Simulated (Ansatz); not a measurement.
The figure comes from a scan of KI (rock salt): one K atom of a 2-atom cell moves by s along Cartesian [110], with its periodic images. The numbers are results of PBE (plane waves to 420 eV, PAW, scalar-relativistic; Ansatz, a first-principles code), not measurements. k mesh 7×7×7 (Γ-centred), Fermi-Dirac smearing 0.05 eV. Energies are smeared free energies. KI was relaxed with its symmetry unable to fall. Spin-orbit coupling is left out, though I is heavy. The relaxed volume of KI is well above the measured one; the method has no dispersion term. ΔE is measured from the undisplaced structure.

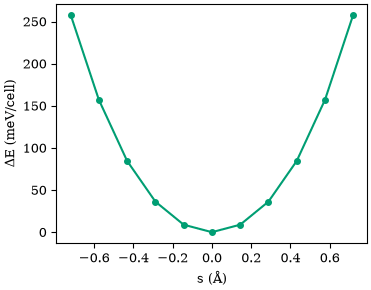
ΔE (meV/cell) against s (Å); markers are the computed points, lines only join them.

Problem. Turn the plot into a table (rounded to what can be read).

Solution. To the nearest 5:

| s (Å) | ΔE (meV/cell) |
|---|---|
| -0.720 | 260 |
| -0.576 | 155 |
| -0.432 | 85 |
| -0.288 | 35 |
| -0.144 | 10 |
| 0.000 | 0 |
| 0.144 | 10 |
| 0.288 | 35 |
| 0.432 | 85 |
| 0.576 | 155 |
| 0.720 | 260 |

(A displaced cell: forces are minus the slopes of the energy, force constants its curvatures, and phonons follow from these.)
